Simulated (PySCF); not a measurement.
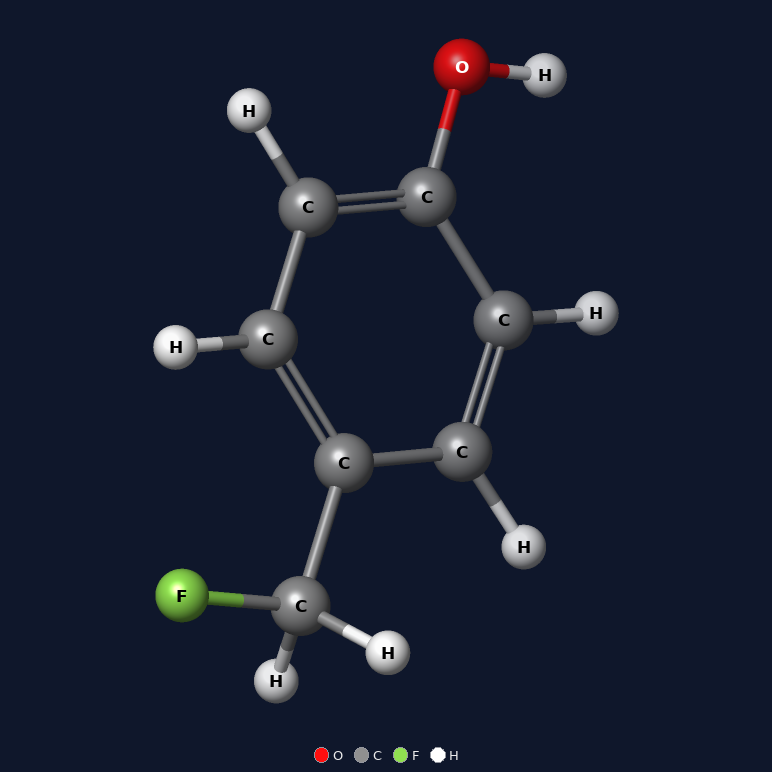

Ball-and-stick drawing of a structure. Double and triple bonds are drawn as two and three sticks.

Computed geometry: PBE0-D3(BJ)/def2-SVP optimisation. No frequency run is at hand to confirm it as a minimum.

What does the picture show?

The molecule is C7H7FO. As SMILES it reads `Oc1ccc(CF)cc1`. Independent rings (smallest set): 1 of 6 members, 1 of them aromatic. Among its groups: phenol, C–F bond. This geometry has Cs symmetry. Coordination: 1 O bent; 6 C trigonal planar; 1 C tetrahedral.

The parts below concern this one geometry. Atoms keep their numbers from picture to picture.

## Polarisability

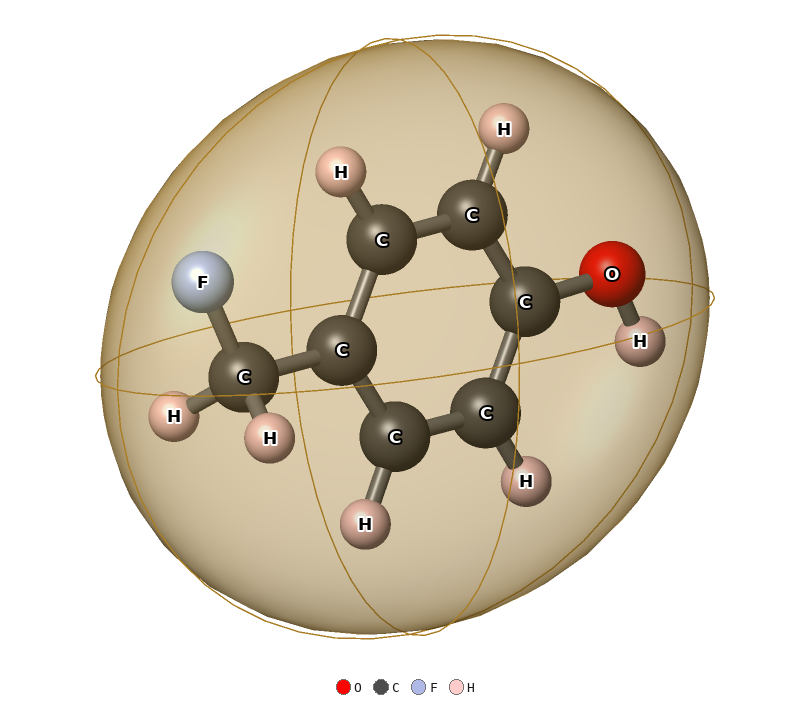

The ellipsoid shows the static dipole polarisability: its half-axes are proportional to the principal values. No frequency run is at hand to confirm it as a minimum. Level of theory: ωB97X-D/def2-SVPD (PySCF 2.14.0).

Give the principal values, the mean and the anisotropy.

Principal values 54.1, 91.4, 112.2 bohr³; mean 85.9 bohr³ (12.73 Å³); anisotropy 51.0 bohr³, so the longest axis is 2.07 times the shortest.

## Excitation

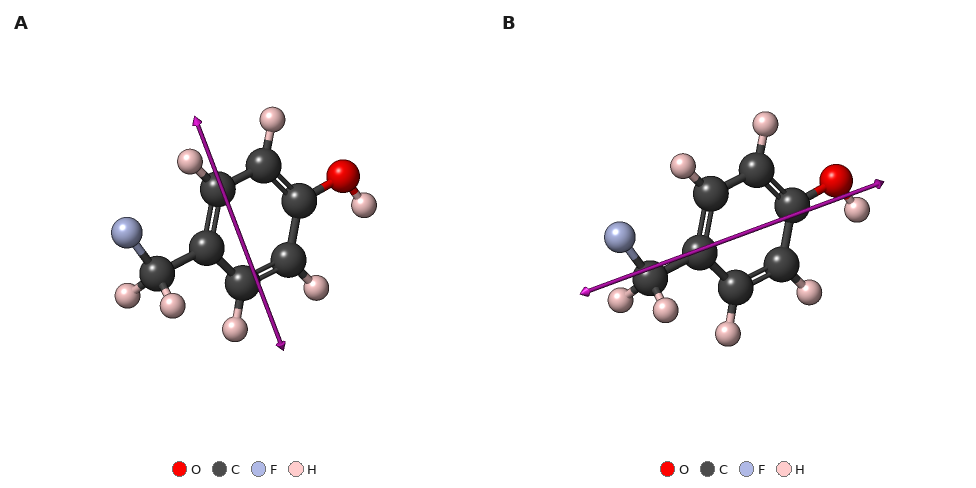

The double arrows show the directions of two transition dipoles from the ground state (lengths mean nothing). No frequency run is at hand to confirm it as a minimum. Properties computed with TDDFT ωB97X-D/def2-SVPD, vertical, IEF-PCM chloroform (non-equilibrium linear response), core orbitals frozen in the response (PySCF 2.14.0).

One belongs to singlet state 1 and one to singlet state 2. Which is which?

A: state 1, 5.06 eV (245 nm), oscillator strength 0.054, mainly HOMO → LUMO (weight 0.83).
B: state 2, 5.87 eV (211 nm), oscillator strength 0.12, mainly HOMO → LUMO+1 (weight 0.75).

## NMR shielding

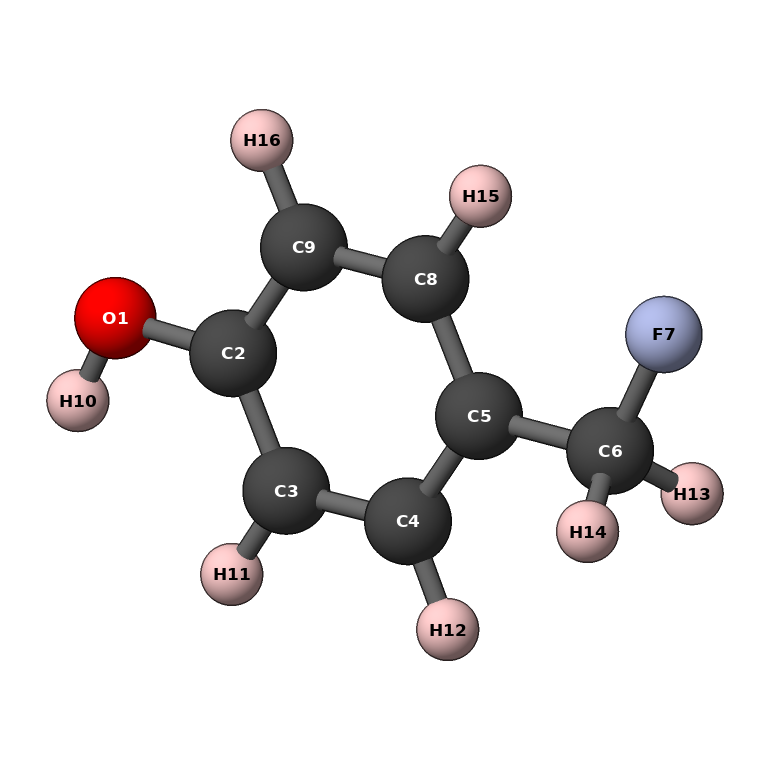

No frequency run is at hand to confirm it as a minimum. Properties computed with GIAO PBE0/pcSseg-1 NMR shielding, non-relativistic, IEF-PCM chloroform (PySCF 2.14.0). Principal shieldings σ11 ≤ σ22 ≤ σ33, span Ω = σ33 − σ11, skew κ = 3(σiso − σ22)/Ω.

Give the shielding tensors of the F atoms.

```json
{"atom": "F7", "σ11": "412.9", "σ22": "428.5", "σ33": "478.6", "σiso": "440.0", "Ω": "65.7", "κ": "0.52"}
```

Shieldings and span in ppm.
